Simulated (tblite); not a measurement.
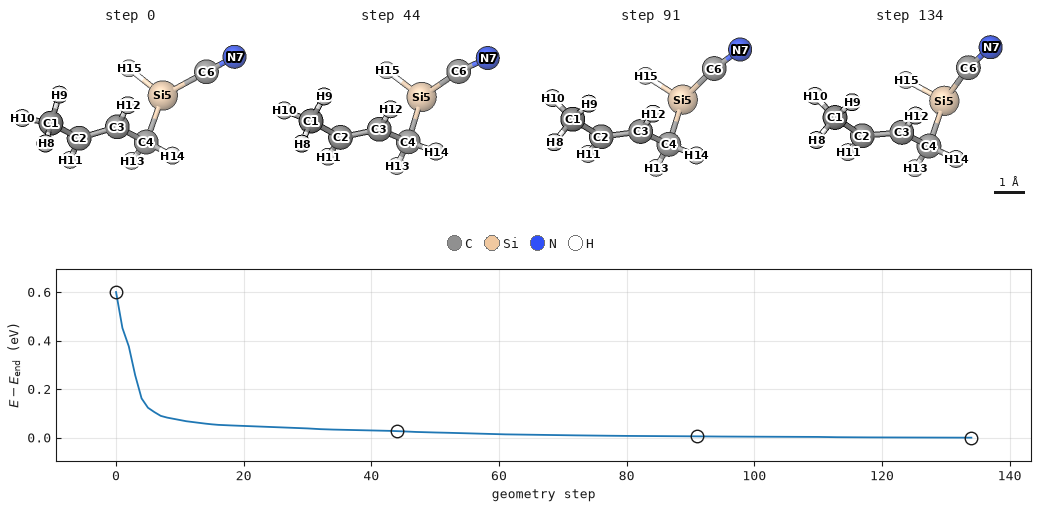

Frames of a relaxation of C5H8NSi (charge −1), marked on the history of the run. A ball-and-stick model, seen at a tilt.

These are results of tblite 0.8.0, GFN2-xTB geometry optimisation, gas phase, not measurements. 

**Describe the path.**

Over 134 geometry steps the energy falls by 0.600 eV. N7 moves most after the best rigid fit: 0.92 Å. Largest moves by element: N 0.92 Å, H 0.86 Å, C 0.66 Å, Si 0.31 Å. Near-neighbour distances that change, for instance: C4–Si5 1.881 → 1.944 Å, C3–C4 1.497 → 1.461 Å, C1–C2 1.463 → 1.498 Å, C1–H10 1.118 → 1.095 Å. Bond angles that change, for instance: C6–Si5–H15 115.9° → 100.9°, Si5–C6–N7 179.3° → 164.4°, C4–Si5–C6 114.3° → 102.6°. Groups turn about C1–C2 by about 20°. The run took 1.3 s on 1 thread of Intel(R) Xeon(R) Processor, on a shared host. From step 0 to 44: C and H atoms move most (0.27 Å), energy −0.573 eV. From step 44 to 91: H10 moves most (0.49 Å), energy −0.022 eV. From step 91 to 134: N7 moves most (0.42 Å), energy −0.006 eV.

```
step  E − E(0), eV
   0        0.0000
   1       -0.1483
   2       -0.2240
   3       -0.3430
   4       -0.4383
   5       -0.4769
   6       -0.4948
   7       -0.5104
   8       -0.5175
   9       -0.5227
  10       -0.5280
  17       -0.5489
  23       -0.5545
  30       -0.5622
  36       -0.5680
  43       -0.5723
  49       -0.5783
  56       -0.5829
  62       -0.5871
  69       -0.5899
  75       -0.5916
  82       -0.5935
  88       -0.5945
  95       -0.5957
 101       -0.5963
 108       -0.5967
 114       -0.5987
 121       -0.5994
 127       -0.5999
 134       -0.6003
```
